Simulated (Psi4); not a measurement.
# CH3NSn (Sn(CN)H3): a chain of runs, part 2 of 2

Psi4 1.11. Earlier steps stand in the parts before.

## 3. Vibrational wavenumbers at B97-3c/def2-mTZVP (density fitting, core potential) (run 2)

The input, input.dat:

```
memory 1600 MB

molecule system {
  0 1
  Sn    -0.010530    -0.006298    -0.650226
  C      0.021946     0.016046     1.466281
  N      0.042812     0.025765     2.625907
  H      1.609285    -0.005310    -1.147863
  H     -0.836453     1.394658    -1.126282
  H     -0.825933    -1.423436    -1.095443
}

set reference rks
set t 600.0
set rotational_symmetry_number 3

freq('b97-3c')
```

Run with:

```sh
$ psi4 input.dat output.dat -n 1
```

output.dat (excerpt; [...] marks lines left out):

```text
[...]
  Running in c1 symmetry.
[...]
  Nuclear repulsion =  104.037022055166986
[...]
  Multiplicity = 1
[...]
  Nalpha       = 19
  Nbeta        = 19
[...]
    Number of basis functions: 83
[...]
   @DF-RKS iter   1:  -308.94050236063231   -1.12725e+00   9.72122e-03 DIIS/ADIIS
[...]
   @DF-RKS iter  12:  -309.25329606048439   -1.13687e-12   5.48535e-10 DIIS
[...]
  @DF-RKS Final Energy:  -309.25329606048439
   => Energetics <=
    Nuclear Repulsion Energy =            104.0371658383807443
    One-Electron Energy =                -710.0774941053455223
    Two-Electron Energy =                 328.5193579425803136
    DFT Exchange-Correlation Energy =     -31.7052554462461487
    Empirical Dispersion Energy =          -0.0270702898537327
    VV10 Nonlocal Energy =                  0.0000000000000000
    Total Energy =                       -309.2532960604843879
[...]
  -Total Gradient:
     Atom            X                  Y                   Z
    ------   -----------------  -----------------  -----------------
       1        0.000023766242     0.000156928425     0.000213615370
       2       -0.000073252776     0.000098518698    -0.000331875696
       3        0.000047006508    -0.000039242439     0.000272092832
       4        0.000008949468    -0.000001656167    -0.000064367423
       5        0.000056766293    -0.000103491796    -0.000004767336
       6       -0.000068482562    -0.000108848551    -0.000135666648
[...]
  ==> Harmonic Vibrational Analysis <==
[...]
  Freq [cm^-1]                 199.1147            213.6840            403.2321
[...]
  IR activ [km/mol]             2.9492              2.0711             50.6518
[...]
  Freq [cm^-1]                 488.5136            516.0859            680.0214
[...]
  IR activ [km/mol]            32.7743             38.1237             149.2071
[...]
  Freq [cm^-1]                 697.6491            713.7308           1918.7264
[...]
  IR activ [km/mol]            56.9718             50.9950             48.1974
[...]
  Freq [cm^-1]                1931.8909           1936.2201           2237.5528
[...]
  IR activ [km/mol]            132.3955            132.9727            16.9275
[...]
  Total E_0, Enthalpy at 0 [K]                                                         -309.22610236 [Eh]
[...]
  Total H, Enthalpy at  600.00 [K]                                                     -309.20996273 [Eh]
[...]
  Total G, Gibbs energy at  600.00 [K]                                                 -309.29082551 [Eh]
[...]
```

The script printed:

```text
Warning: used thermodynamics relations inappropriate for low-frequency modes: ['199.1147' '213.6840' '403.2321' '488.5136' '516.0859']
```

It took 3.1 min on 1 thread of Intel Xeon at 2.60GHz (Ice Lake), shared host; peak memory 0.54 GiB.

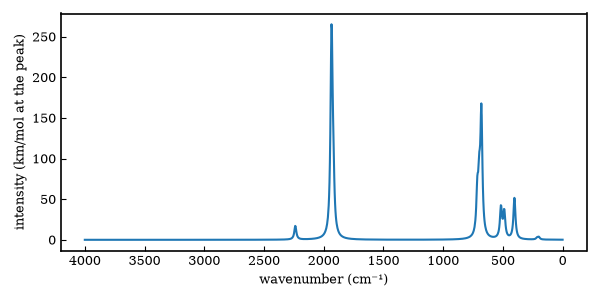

Harmonic infrared spectrum, unscaled, lines broadened by 10 cm⁻¹.

## 4. The energy at MP2/def2-TZVPP (density fitting, core potential, density fitting for correlation) (run 3)

The input, ch3nsn.in:

```
memory 1600 mb

molecule m {
  0 1
  Sn    -0.010530    -0.006298    -0.650226
  C      0.021946     0.016046     1.466281
  N      0.042812     0.025765     2.625907
  H      1.609285    -0.005310    -1.147863
  H     -0.836453     1.394658    -1.126282
  H     -0.825933    -1.423436    -1.095443
  units angstrom
}

set basis def2-TZVPP
set num_frozen_docc 6

energy_value = energy('mp2')
```

Run with:

```sh
$ psi4 ch3nsn.in ch3nsn.out -n 1
```

ch3nsn.out (excerpt; [...] marks lines left out):

```text
[...]
    !!!  WARNING: ECP capability is in beta. Please check occupations closely.  !!!
[...]
  Running in c1 symmetry.
[...]
  Nuclear repulsion =  104.037022055166986
[...]
  Multiplicity = 1
[...]
  Nalpha       = 19
  Nbeta        = 19
[...]
    Number of basis functions: 154
[...]
 WARNING: Atomic UHF is not converging! Try casting from a smaller basis or call Rob at CCMST.
   -------------------------
[...]
   @DF-RHF iter   1:  -307.36130976857720   -2.28515e+00   2.50309e-03 ADIIS/DIIS
[...]
   @DF-RHF iter  12:  -307.42185991977396   -2.89333e-11   4.17079e-09 DIIS
[...]
    Orbital Energies [Eh]
    ---------------------
    Doubly Occupied:
       1A    -15.575363     2A    -11.254268     3A     -5.902576
       4A     -4.093821     5A     -4.091012     6A     -4.091010
       7A     -1.365759     8A     -1.360591     9A     -1.360588
      10A     -1.354818    11A     -1.354815    12A     -1.207705
      13A     -0.752171    14A     -0.606929    15A     -0.521269
      16A     -0.497252    17A     -0.497229    18A     -0.458669
      19A     -0.458665
[...]
  @DF-RHF Final Energy:  -307.42185991977396
   => Energetics <=
    Nuclear Repulsion Energy =            104.0370220551669860
    One-Electron Energy =                -709.3087418359073126
    Two-Electron Energy =                 297.8498598609663759
    Total Energy =                       -307.4218599197739650
[...]
 Multipole Moments:
 ------------------------------------------------------------------------------------
     Multipole            Electronic (a.u.)      Nuclear  (a.u.)        Total (a.u.)
 ------------------------------------------------------------------------------------
 L = 1.  Multiply by 2.5417464519 to convert [e a0] to [Debye]
 Dipole X            :         -0.5249035            0.4955702           -0.0293333
 Dipole Y            :         -0.3277871            0.3103760           -0.0174110
 Dipole Z            :        -32.7692843           30.9763463           -1.7929381
 Magnitude           :                                                    1.7932625
[...]
```

Wall time 3.9 s (1 thread of Intel Xeon at 2.60GHz (Ice Lake), shared host); peak memory 0.28 GiB.

## 5. Results

This closing draws on all 2 parts.

```
                                                                        quantity             value
                               run 1, B97-3c/def2-mTZVP: total energy at the end     -309.25330 Eh
                                         run 1, B97-3c/def2-mTZVP: dipole moment            4.20 D
                                           run 1, B97-3c/def2-mTZVP: HOMO energy          -8.18 eV
                                           run 1, B97-3c/def2-mTZVP: LUMO energy          -1.15 eV
                                         run 1, B97-3c/def2-mTZVP: HOMO–LUMO gap           7.03 eV
                            run 2, B97-3c/def2-mTZVP: lowest harmonic wavenumber          199 cm⁻¹
                           run 2, B97-3c/def2-mTZVP: highest harmonic wavenumber         2238 cm⁻¹
                                     run 2, B97-3c/def2-mTZVP: zero-point energy       71.4 kJ/mol
run 2, B97-3c/def2-mTZVP: ideal-gas entropy at 600 K (symmetry number 3 as used)  84.6 cal/(mol K)
                                             run 3, MP2/def2-TZVPP: total energy     -308.09251 Eh
                      run 3, MP2/def2-TZVPP: HOMO energy (Hartree–Fock orbitals)         -12.48 eV
                      run 3, MP2/def2-TZVPP: LUMO energy (Hartree–Fock orbitals)           1.92 eV
                    run 3, MP2/def2-TZVPP: HOMO–LUMO gap (Hartree–Fock orbitals)          14.40 eV
              run 3, MP2/def2-TZVPP: correlation energy (6 core orbitals frozen)        -670.6 mEh
```

**Reading.** The optimisation (run 1, B97-3c/def2-mTZVP) took 4 steps and changed the energy by -0.063 eV. All 12 modes (run 2, B97-3c/def2-mTZVP) are real, so the shape is a minimum at this level.
